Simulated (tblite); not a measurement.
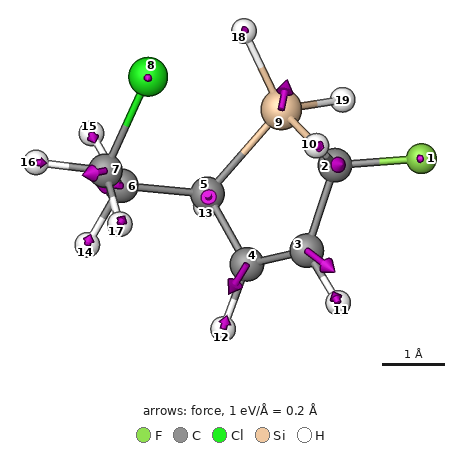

Starting geometry of C₆H₁₀ClFSi with the computed forces as purple arrows. A ball-and-stick model, seen face on.

The calculation used GFN2-xTB geometry optimisation, gas phase in tblite 0.8.0. 

Q: Is this structure relaxed? If not, where do the atoms go?

A: It isn't relaxed: the largest force vector, on C3, is 3.71 eV/Å. The final displacements have little in common with the starting forces (cosine between the two patterns 0.20). Over 86 geometry steps the energy falls by 0.732 eV. The largest move after the best rigid fit is that of Cl8, 0.41 Å. By element the largest moves are Cl 0.41 Å, H 0.36 Å, C 0.19 Å, F 0.12 Å, Si 0.10 Å. Near-neighbour distances that change, for instance: Cl8–Si9 3.081 → 3.172 Å, C2–Si9 1.842 → 1.924 Å, C5–Si9 1.848 → 1.921 Å, C5–C6 1.480 → 1.535 Å. Among the angles between lasting bonds that change: H16–C7–H17 103.5° → 109.9°, C5–C6–C7 120.1° → 113.9°, Cl8–C7–H17 111.8° → 106.4°. The run took 0.8 s on 1 thread of Arm Neoverse V1 (shared host).
